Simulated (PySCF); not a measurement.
## What a change does: NMR shielding calculation on C₈H₅F₃

System: C₈H₅F₃ ((trifluorovinyl)benzene), SMILES FC(F)=C(F)c1ccccc1.
Method of run A: GIAO PBE0/pcSseg-1 NMR shielding, non-relativistic, gas phase (PySCF 2.14.0).

The geometry comes from this level: PBE0-D3(BJ)/def2-SVP. Text and figures count atoms from 1; the logs count them from 0 in places.

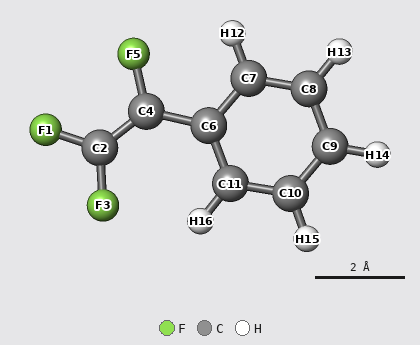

Figure 1. The structure as given in the input (ball-and-stick view, seen on its broad side; atoms are numbered from 1 in the order of the input).

**Input file, run A**
```
{"job": {"kind": "nmr", "xc": "PBE0", "basis": "pcSseg-1"}, "charge": 0, "multiplicity": 1}
F      4.059861    -0.227182    -0.481756
C      2.813224     0.159489    -0.531662
F      2.668584     1.261685    -1.225648
C      1.808680    -0.505880     0.055694
F      2.170712    -1.610222     0.721887
C      0.381148    -0.191655     0.073363
C     -0.463343    -1.039728     0.807401
C     -1.833538    -0.804763     0.858552
C     -2.386278     0.279801     0.181382
C     -1.553658     1.127678    -0.548998
C     -0.183061     0.901053    -0.608116
H     -0.033621    -1.890607     1.336621
H     -2.473541    -1.478529     1.433039
H     -3.462194     0.464067     0.220054
H     -1.976833     1.980507    -1.084891
H      0.445410     1.575895    -1.187984
```

The first line tells a small driver script what to run in PySCF; the rest is the geometry in Å.

Launched with:
```bash
OMP_NUM_THREADS=2 python <driver script> task.json out
```

Hardware: 2 CPU threads, shared host.

**Output (run A)**
```
coarse grid: 15048 points
cycle   1  E = -606.4403392349  dE =  2.068e+00  |g| = 7.848e-01  |ddm| = 4.151e+00
cycle   2  E = -606.2677770239  dE =  1.726e-01  |g| = 1.246e+00  |ddm| = 1.623e+00
cycle   3  E = -606.5586196211  dE = -2.908e-01  |g| = 9.458e-02  |ddm| = 1.037e+00
cycle   4  E = -606.5595142856  dE = -8.947e-04  |g| = 7.374e-02  |ddm| = 1.677e-01
cycle   5  E = -606.5607113701  dE = -1.197e-03  |g| = 1.297e-02  |ddm| = 8.028e-02
cycle   6  E = -606.5607445273  dE = -3.316e-05  |g| = 5.778e-03  |ddm| = 1.613e-02
cycle   7  E = -606.5607531798  dE = -8.653e-06  |g| = 1.132e-03  |ddm| = 6.649e-03
final grid: 151336 points
cycle   8  E = -606.6435302361  dE = -4.635e-05  |g| = 6.712e-03  |ddm| = 5.628e-02
cycle   9  E = -606.6435253658  dE =  4.870e-06  |g| = 8.554e-03  |ddm| = 1.691e-02
cycle  10  E = -606.6435411885  dE = -1.582e-05  |g| = 1.114e-03  |ddm| = 9.039e-03
cycle  11  E = -606.6435414115  dE = -2.230e-07  |g| = 3.606e-04  |ddm| = 1.263e-03
cycle  12  E = -606.6435414415  dE = -3.005e-08  |g| = 1.347e-04  |ddm| = 4.769e-04
cycle  13  E = -606.6435414457  dE = -4.149e-09  |g| = 3.600e-05  |ddm| = 1.544e-04
cycle  14  E = -606.6435414460  dE = -2.688e-10  |g| = 1.021e-05  |ddm| = 4.206e-05
converged SCF energy = -606.6435414460

GIAO shielding tensors (ppm)
atom      isotropic    diamagn.    paramagn.     s11        s22        s33       span
  0 F      275.422     467.079    -191.657    265.158    278.643    282.464     17.305
  1 C       20.570     251.890    -231.321    -34.502     38.708     57.503     92.006
  2 F      290.813     476.611    -185.798    276.578    288.383    307.479     30.901
  3 C       49.556     246.696    -197.140     16.388     47.493     84.787     68.399
  4 F      375.123     472.754     -97.630    311.786    390.175    423.409    111.623
  5 C       51.738     261.114    -209.376    -44.716     33.265    166.666    211.383
  6 C       56.156     249.582    -193.426    -49.879     36.038    182.307    232.187
  7 C       50.019     253.555    -203.536    -62.073     35.735    176.394    238.467
  8 C       51.053     253.746    -202.693    -57.955     35.468    175.647    233.601
  9 C       50.166     253.492    -203.326    -61.754     36.112    176.141    237.895
 10 C       55.989     250.783    -194.794    -41.769     33.055    176.681    218.449
 11 H       23.567      31.431      -7.864     18.625     22.660     29.416     10.791
 12 H       23.673      29.298      -5.625     20.192     24.179     26.648      6.456
 13 H       23.849      29.092      -5.243     20.551     24.606     26.388      5.837
 14 H       23.746      29.818      -6.072     20.249     24.216     26.773      6.524
 15 H       23.592      32.564      -8.972     17.954     23.072     29.752     11.799
```

For run B the input was changed thus:
```diff
-"xc": "PBE0"
-"basis": "pcSseg-1"
+"xc": "PBE"
+"basis": "pcSseg-2"
+"pop": false
```

How does run B compare with run A?

The total energies belong to different models, so their difference says nothing on which is more stable or more accurate. The HOMO goes from −6.68 to −5.60 eV. The LUMO goes from −1.21 to −2.01 eV. The dipole moment goes from 1.74 to 1.48 D. Of all shieldings, the largest change is that of F5, by −26.0 ppm. The functional changes from PBE0 to PBE. The SCF takes 17 iterations against 14. The basis functions go from 212 to 466.

**Output (run B)**
```
coarse grid: 15048 points
cycle   1  E = -606.7721585337  dE =  1.723e+00  |g| = 8.892e-01  |ddm| = 3.780e+00
cycle   2  E = -606.2096829266  dE =  5.625e-01  |g| = 1.846e+00  |ddm| = 1.965e+00
cycle   3  E = -606.9080897240  dE = -6.984e-01  |g| = 2.861e-01  |ddm| = 1.510e+00
cycle   4  E = -606.9230137154  dE = -1.492e-02  |g| = 1.702e-01  |ddm| = 4.956e-01
cycle   5  E = -606.9294016853  dE = -6.388e-03  |g| = 5.603e-02  |ddm| = 1.700e-01
cycle   6  E = -606.9300680911  dE = -6.664e-04  |g| = 1.933e-02  |ddm| = 6.391e-02
cycle   7  E = -606.9301526088  dE = -8.452e-05  |g| = 7.670e-03  |ddm| = 1.769e-02
cycle   8  E = -606.9301675051  dE = -1.490e-05  |g| = 1.781e-03  |ddm| = 6.396e-03
cycle   9  E = -606.9301681137  dE = -6.086e-07  |g| = 8.124e-04  |ddm| = 2.014e-03
final grid: 151336 points
cycle  10  E = -606.9308171857  dE = -2.078e-04  |g| = 1.233e-02  |ddm| = 1.287e-01
cycle  11  E = -606.9307433928  dE =  7.379e-05  |g| = 2.195e-02  |ddm| = 2.700e-02
cycle  12  E = -606.9308491719  dE = -1.058e-04  |g| = 4.673e-03  |ddm| = 1.674e-02
cycle  13  E = -606.9308536436  dE = -4.472e-06  |g| = 1.517e-03  |ddm| = 4.754e-03
cycle  14  E = -606.9308541725  dE = -5.289e-07  |g| = 4.368e-04  |ddm| = 1.639e-03
cycle  15  E = -606.9308542121  dE = -3.963e-08  |g| = 1.281e-04  |ddm| = 5.015e-04
cycle  16  E = -606.9308542150  dE = -2.874e-09  |g| = 6.194e-05  |ddm| = 1.443e-04
cycle  17  E = -606.9308542159  dE = -8.995e-10  |g| = 2.407e-05  |ddm| = 6.129e-05
converged SCF energy = -606.9308542159

GIAO shielding tensors (ppm)
atom      isotropic    diamagn.    paramagn.     s11        s22        s33       span
  0 F      252.566     460.978    -208.412    237.007    254.745    265.946     28.939
  1 C       11.508     253.154    -241.647    -37.213     27.063     44.673     81.886
  2 F      265.837     474.458    -208.621    251.119    266.215    280.176     29.057
  3 C       39.942     251.015    -211.073     10.381     36.013     73.432     63.052
  4 F      349.162     467.245    -118.083    276.217    357.504    413.764    137.547
  5 C       42.093     254.513    -212.420    -51.363     19.507    158.136    209.500
  6 C       50.313     255.486    -205.173    -55.169     30.357    175.751    230.920
  7 C       42.988     253.460    -210.471    -69.167     29.483    168.650    237.817
  8 C       45.001     253.183    -208.182    -63.637     30.862    167.780    231.417
  9 C       43.085     254.352    -211.267    -68.935     29.917    168.272    237.207
 10 C       49.294     255.590    -206.296    -47.590     26.719    168.753    216.343
 11 H       23.456      32.597      -9.141     19.127     21.656     29.586     10.458
 12 H       23.596      29.673      -6.077     20.527     23.260     27.002      6.475
 13 H       23.792      28.963      -5.171     20.876     23.661     26.838      5.962
 14 H       23.655      30.657      -7.002     20.554     23.279     27.132      6.579
 15 H       23.451      34.128     -10.677     18.392     22.023     29.938     11.546
```

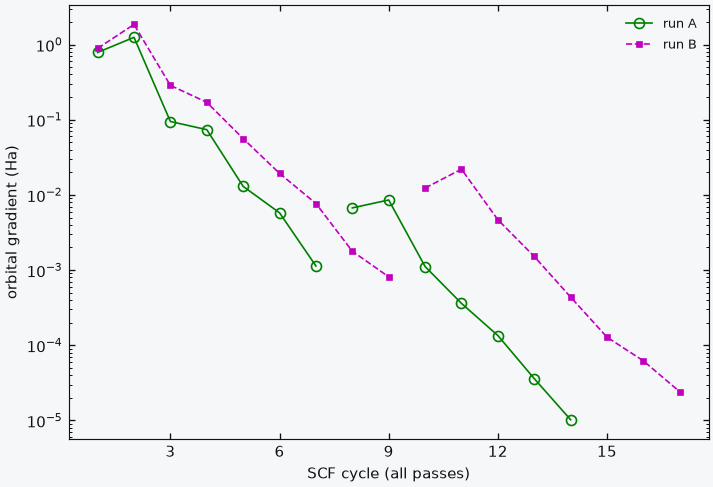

Figure 2. Convergence of the two runs: orbital gradient against the SCF cycle. A break in a curve parts two SCF passes (coarse and final grid). Run A takes 14 cycles in all, and run B takes 17.

**The two runs side by side**

| quantity | run A | run B |
| --- | --- | --- |
| outcome | converged | converged |
| total energy (hartree) | −606.643541 | −606.930854 |
| HOMO (eV) | −6.68 | −5.60 |
| LUMO (eV) | −1.21 | −2.01 |
| dipole moment (D) | 1.74 | 1.48 |
| shielding of F1 (ppm) | 275.4 | 252.6 |
| shielding of C2 (ppm) | 20.6 | 11.5 |
| shielding of F3 (ppm) | 290.8 | 265.8 |
| shielding of C4 (ppm) | 49.6 | 39.9 |
| shielding of F5 (ppm) | 375.1 | 349.2 |
| shielding of C6 (ppm) | 51.7 | 42.1 |
| shielding of C10 (ppm) | 50.2 | 43.1 |
| SCF iterations | 14 | 17 |
| basis functions | 212 | 466 |
| wall time (shared host) | 29 s | 2.1 min |
